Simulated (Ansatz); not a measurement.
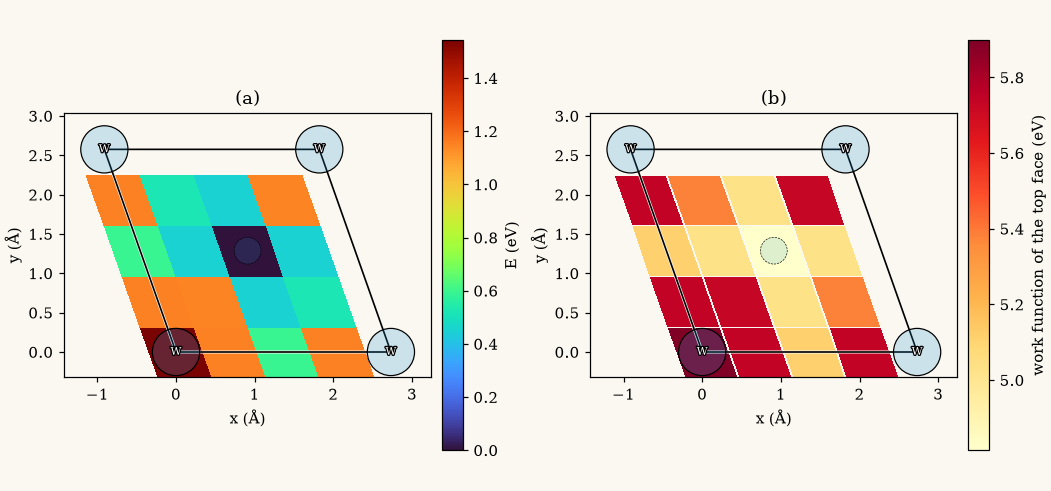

B on a W(110) slab cut from the Im-3m phase (4 atoms of substrate and one adsorbate in a 1 × 1 cell). 
- One B atom a 1 × 1 cell is placed over a mesh of places on the rigid (1 1 0) surface, and only its height is relaxed.
- Places are given modulo a cell vector. The map is drawn in real space over the plane of the surface.
- The scan uses a 4 × 4 grid.
- Energies: eV, counted from the lowest grid point.
- With one adsorbate in each 1 × 1 cell, its nearest image is 2.7 Å away, so neighbouring adsorbates interact.
- The calculation used DFT PBEsol, scalar-relativistic, plane waves, PAW in Ansatz.

Panel (a) is the energy and panel (b) the computed work function of the top face on the same grid.

The picture shows one coloured cell a grid point, labelled circles for the atoms of the top layer and small ones for the second layer, the outline of one cell of the plane.

How does the work function of the top face vary over the map, and what is it at the lowest grid point?

Answer. It runs from 4.81 eV at a bridge site between two W atoms, over a second-layer W atom, (2/4, 2/4) of the cell vectors to 5.90 eV at the top site over a surface W atom, (0/4, 0/4) of the cell vectors. At the lowest grid point, a bridge site between two W atoms, over a second-layer W atom, (2/4, 2/4) of the cell vectors, it is 4.81 eV.
